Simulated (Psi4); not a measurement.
# One shape, several levels: CH4FSi (SMILES [CH2][SiH2]F)

Wanted: a comparison of 3 runs (UHF/3-21G, UPBE0/def2-SVP, UCCSD(T)/6-31+G*) of CH4FSi. 

The calculation is run with Psi4 1.11.

2 further runs of the same task are left out: 2 that didn't finish.

### 1 Starting point

CH4FSi has 7 atoms, charge 0, and is taken as a doublet. SMILES: `[CH2][SiH2]F`. The coordinates come from a PBE0-D4/def2-TZVP relaxation. This is one conformer, not always the lowest.

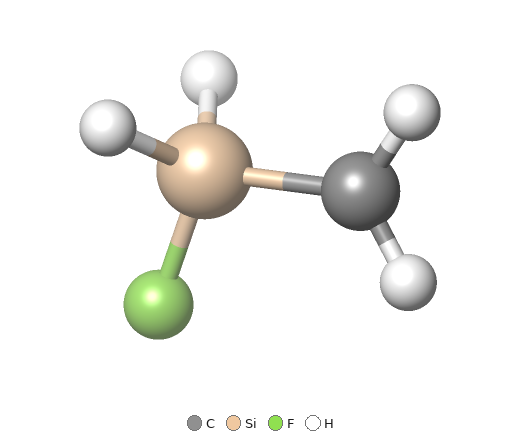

Viewed from a chosen angle; carbon grey, silicon light orange, fluorine green, hydrogen white.

### 2 Energy and gradient at UHF/3-21G (run 1)

Contents of job.inp:

```
memory 1600 MB

molecule {
  0 2
  C     -1.64765221     0.53120201    -1.16369335
  Si     1.11229280    -0.29725392     0.74171750
  F      1.23323527    -3.30607586     1.04029423
  H     -2.90261933    -0.88061237    -1.96248058
  H     -2.14672888     2.47686403    -1.58340152
  H      0.96357135     0.81371607     3.31703627
  H      3.50355224     0.53384763    -0.47564407
  units bohr
  symmetry c1
  no_reorient
  no_com
}

set basis 3-21G
set reference uhf
set puream true
set e_convergence 1e-09
set d_convergence 1e-08
set scf_type pk
set maxiter 200

e_tot, wfn = gradient('hf', return_wfn=True)
oeprop(wfn, 'QUADRUPOLE', 'DIPOLE', 'MAYER_INDICES')
```

Started as:

```sh
$ psi4 job.inp job.out -n 1
```

job.out:

```text
[...]
  Running in c1 symmetry.
[...]
  Nuclear repulsion =  107.849747826140558
[...]
  Multiplicity = 2
[...]
  Nalpha       = 17
  Nbeta        = 16
[...]
    Number of basis functions: 39
[...]
   @UHF iter   1:  -426.22159607241991   -9.19833e-01   8.47757e-03 DIIS/ADIIS
[...]
   @UHF iter  13:  -426.29006246853521   -1.76215e-12   9.94986e-09 DIIS
[...]
   @S^2 Observed:                7.612923103E-01
[...]
  @UHF Final Energy:  -426.29006246853521
   => Energetics <=
    Nuclear Repulsion Energy =            107.8497478261405575
    One-Electron Energy =                -805.4347410016682716
    Two-Electron Energy =                 271.2949307069925453
    Total Energy =                       -426.2900624685352113
  UHF NO Occupations:
  HONO-2 :   15  A 1.9987686
  HONO-1 :   16  A 1.9970674
[...]
  -Total Gradient:
     Atom            X                  Y                   Z
    ------   -----------------  -----------------  -----------------
       1        0.020222036245    -0.007532547954     0.014088000210
       2       -0.016731250134    -0.020935054644    -0.009588243869
       3       -0.001171857490     0.028766212429    -0.002907384740
       4       -0.003696203756    -0.004419378514    -0.002328969124
       5       -0.001563726086     0.005861069133    -0.001333789313
       6        0.000737203219    -0.000786930269     0.002145253740
       7        0.002203798003    -0.000953370182    -0.000074866903
[...]
 Multipole Moments:
 ------------------------------------------------------------------------------------
     Multipole            Electronic (a.u.)      Nuclear  (a.u.)        Total (a.u.)
 ------------------------------------------------------------------------------------
 L = 1.  Multiply by 2.5417464519 to convert [e a0] to [Debye]
 Dipole X            :        -16.4755211           16.2030788           -0.2724423
 Dipole Y            :         28.5279925          -27.7852102            0.7427823
 Dipole Z            :        -12.2974118           12.0600431           -0.2373687
 Magnitude           :                                                    0.8260110
 L = 2.  Multiply by 1.3450342976 to convert [e a0^2] to [Debye ang]
 Quadrupole XX       :        -92.9778446           73.5340956          -19.4437489
 Quadrupole XY       :         47.5829059          -46.6814452            0.9014607
[...]
```

Wall time 1.9 s (1 thread of Intel Xeon Platinum 8488C (Sapphire Rapids), shared host); peak memory 0.18 GiB.

### 3 A single-point energy at UPBE0/def2-SVP (run 2)

Contents of run.py:

```python
import psi4

psi4.set_memory('1600 MB')
psi4.set_num_threads(1)
psi4.core.set_output_file('psi4.out', False)

mol = psi4.geometry("""
0 2
C     -1.64765221     0.53120201    -1.16369335
Si     1.11229280    -0.29725392     0.74171750
F      1.23323527    -3.30607586     1.04029423
H     -2.90261933    -0.88061237    -1.96248058
H     -2.14672888     2.47686403    -1.58340152
H      0.96357135     0.81371607     3.31703627
H      3.50355224     0.53384763    -0.47564407
units au
symmetry c1
""")

options = {'reference': 'uks', 'puream': True, 'e_convergence': 1e-09, 'd_convergence': 1e-08, 'scf_type': 'pk', 'dft_radial_points': 99, 'dft_spherical_points': 590, 'maxiter': 200}
psi4.set_options(options)

E, wfn = psi4.energy('pbe0/def2-SVP', molecule=mol, return_wfn=True)
psi4.oeprop(wfn, 'QUADRUPOLE', 'MAYER_INDICES', 'MULLIKEN_CHARGES')
print('E =', round(E, 9))
for k, v in sorted(psi4.core.scalar_variables().items()):
    print(f'{k:45s} {v:18.10f}')
```

Started as:

```sh
$ python run.py
```

psi4.out:

```text
[...]
  Running in c1 symmetry.
[...]
  Nuclear repulsion =  107.849747826140572
[...]
  Multiplicity = 2
[...]
  Nalpha       = 17
  Nbeta        = 16
[...]
    Number of basis functions: 66
[...]
   @UKS iter   1:  -429.21851135582006   -4.26437e-01   8.15924e-03 ADIIS/DIIS
[...]
   @UKS iter  12:  -429.36826949239810   -1.53477e-12   3.66294e-09 DIIS
[...]
   @S^2 Observed:                7.540203017E-01
[...]
  @UKS Final Energy:  -429.36826949239810
   => Energetics <=
    Nuclear Repulsion Energy =            107.8497478261405718
    One-Electron Energy =                -808.3064592515145250
    Two-Electron Energy =                 299.8749967861340906
    DFT Exchange-Correlation Energy =     -28.7865548531582860
    Empirical Dispersion Energy =           0.0000000000000000
    VV10 Nonlocal Energy =                  0.0000000000000000
    Total Energy =                       -429.3682694923980989
[...]
 Multipole Moments:
 ------------------------------------------------------------------------------------
     Multipole            Electronic (a.u.)      Nuclear  (a.u.)        Total (a.u.)
 ------------------------------------------------------------------------------------
 L = 1.  Multiply by 2.5417464519 to convert [e a0] to [Debye]
 Dipole X            :          1.4407359           -1.7037847           -0.2630487
 Dipole Y            :         -4.0126569            4.5750282            0.5623713
 Dipole Z            :          1.2562431           -1.4740758           -0.2178327
 Magnitude           :                                                    0.6579569
 L = 2.  Multiply by 1.3450342976 to convert [e a0^2] to [Debye ang]
 Quadrupole XX       :        -84.2295677           65.6663114          -18.5632563
 Quadrupole XY       :         33.3605159          -33.2750487            0.0854672
[...]
  Mulliken Charges: (a.u.)
   Center  Symbol    Alpha    Beta     Spin     Total
       1     C     3.71235  2.63961  1.07274 -0.35197
       2    SI     6.62543  6.66663 -0.04120  0.70793
       3     F     4.67304  4.67510 -0.00206 -0.34813
       4     H     0.42507  0.47421 -0.04914  0.10071
       5     H     0.42987  0.47831 -0.04844  0.09182
       6     H     0.56680  0.53357  0.03323 -0.10037
       7     H     0.56743  0.53256  0.03487 -0.09999
   Total alpha = 17.00000, Total beta = 16.00000, Total charge =  0.00000
  Mayer Bond Indices:
[...]
```

Standard output:

```text
E = -429.368269492
CURRENT ENERGY                                   -429.3682694924
CURRENT REFERENCE ENERGY                         -429.3682694924
DD SOLVATION ENERGY                                 0.0000000000
DFT FUNCTIONAL TOTAL ENERGY                      -429.3682694924
DFT TOTAL ENERGY                                 -429.3682694924
DFT VV10 ENERGY                                     0.0000000000
DFT XC ENERGY                                     -28.7865548532
GRID ELECTRONS ALPHA                               17.0000008107
GRID ELECTRONS BETA                                16.0000008311
GRID ELECTRONS TOTAL                               33.0000016418
NUCLEAR REPULSION ENERGY                          107.8497478261
ONE-ELECTRON ENERGY                              -808.3064592515
PCM POLARIZATION ENERGY                             0.0000000000
PE ENERGY                                           0.0000000000
SCF ITERATION ENERGY                             -429.3682694924
SCF ITERATIONS                                     12.0000000000
SCF TOTAL ENERGY                                 -429.3682694924
TWO-ELECTRON ENERGY                               299.8749967861
XC GRID RADIAL POINTS                              99.0000000000
XC GRID SPHERICAL POINTS                          590.0000000000
XC GRID TOTAL POINTS                           390483.0000000000
```

Run time: 15 s. Hardware: 1 thread of Intel Xeon Platinum 8488C (Sapphire Rapids), shared host; peak memory 0.89 GiB.

### 4 The energy at UCCSD(T)/6-31+G(d) (spherical functions) (run 3)

Contents of input.in:

```
memory 1600 MB

molecule geom {
  0 2
  C
  Si 1 R2
  F 2 R3 1 A3
  H 1 R4 2 A4 3 D4
  H 1 R5 4 A5 2 D5
  H 2 R6 3 A6 1 D6
  H 2 R7 6 A7 3 D7

  R2 = 1.828093
  R3 = 1.6013
  A3 = 108.95364
  R4 = 1.085294
  A4 = 122.58859
  D4 = -1.70039
  R5 = 1.085888
  A5 = 115.10115
  D5 = 179.81486
  R6 = 1.486285
  A6 = 107.75494
  D6 = 121.27551
  R7 = 1.486491
  A7 = 108.99041
  D7 = -116.52394
  symmetry c1
}

set basis 6-31+G*
set reference uhf
set puream true
set e_convergence 1e-09
set d_convergence 1e-08
set scf_type pk
set num_frozen_docc 7
set maxiter 200

energy_value, wavefunction = energy('ccsd(t)', return_wfn=True)
```

Started as:

```sh
$ psi4 input.in input.out -n 1
```

input.out:

```text
[...]
  Running in c1 symmetry.
[...]
  Nuclear repulsion =  107.849738465754371
[...]
  Multiplicity = 2
[...]
  Nalpha       = 17
  Nbeta        = 16
[...]
    Number of basis functions: 66
[...]
   @UHF iter   1:  -428.46788486995086   -8.86808e-01   6.14363e-03 ADIIS/DIIS
[...]
   @UHF iter  13:  -428.57611370063717   -4.14957e-12   7.73473e-09 DIIS
[...]
   @S^2 Observed:                7.601535880E-01
[...]
    Orbital Energies [Eh]
    ---------------------
    Alpha Occupied:
       1A    -68.810906     2A    -26.289523     3A    -11.246575
       4A     -6.165484     5A     -4.273130     6A     -4.271135
       7A     -4.270529     8A     -1.584276     9A     -0.966858
      10A     -0.759755    11A     -0.665900    12A     -0.664721
      13A     -0.632621    14A     -0.589840    15A     -0.503618
      16A     -0.501797    17A     -0.395179
    Alpha Virtual:
      18A      0.058457    19A      0.074786    20A      0.079225
      21A      0.089802    22A      0.122588    23A      0.132227
      24A      0.148184    25A      0.172631    26A      0.209806
[...]
  @UHF Final Energy:  -428.57611370063717
   => Energetics <=
    Nuclear Repulsion Energy =            107.8497384657543705
    One-Electron Energy =                -808.2309791689367557
    Two-Electron Energy =                 271.8051270025451913
    Total Energy =                       -428.5761137006371655
  UHF NO Occupations:
  HONO-2 :   15  A 1.9991608
  HONO-1 :   16  A 1.9967128
[...]
 Multipole Moments:
 ------------------------------------------------------------------------------------
     Multipole            Electronic (a.u.)      Nuclear  (a.u.)        Total (a.u.)
 ------------------------------------------------------------------------------------
 L = 1.  Multiply by 2.5417464519 to convert [e a0] to [Debye]
 Dipole X            :         -0.0023031            0.0031452            0.0008421
 Dipole Y            :         -3.3522896            3.9121288            0.5598391
 Dipole Z            :          2.7539297           -3.2713769           -0.5174472
 Magnitude           :                                                    0.7623465
[...]
      * MP2 total energy                      = -428.935857763479987
[...]
      * CCSD total energy                     = -428.967425529125137
[...]
      * CCSD(T) total energy                     = -428.975727462613349
[...]
```

It took 27 s on 1 thread of Intel Xeon Platinum 8488C (Sapphire Rapids), shared host; peak memory 0.32 GiB.

### 5 Overview of the runs

```csv
run,level,task,integration grid,energy (Eh),dipole moment (D),HOMO energy (eV),LUMO energy (eV),wall time
1,UHF/3-21G,gradient,–,-426.290062,2.10,-10.80,2.58,1.9 s
2,UPBE0/def2-SVP,energy,99 radial × 590 angular,-429.368269,1.67,-7.23,-2.37,15 s
3,UCCSD(T)/6-31+G* (spherical functions),energy,–,-428.975727,–,-10.75,1.47,27 s
```

### 6 Summary of results

| quantity | value |
| --- | --- |
| run 3: total energy | -428.97573 Eh |
| run 3: HOMO energy (Hartree–Fock orbitals) (highest over α and β) | -10.75 eV |
| run 3: LUMO energy (Hartree–Fock orbitals) (lowest over α and β) | 1.47 eV |
| run 3: correlation energy (7 core orbitals frozen) | -399.6 mEh |
| run 3: (T) correction | -8.30 mEh |
| run 3: ⟨S²⟩ of the reference determinant | 0.760 |
| run 3: T1 diagnostic | 0.019 |

All runs together took 44 s, the longest 27 s.
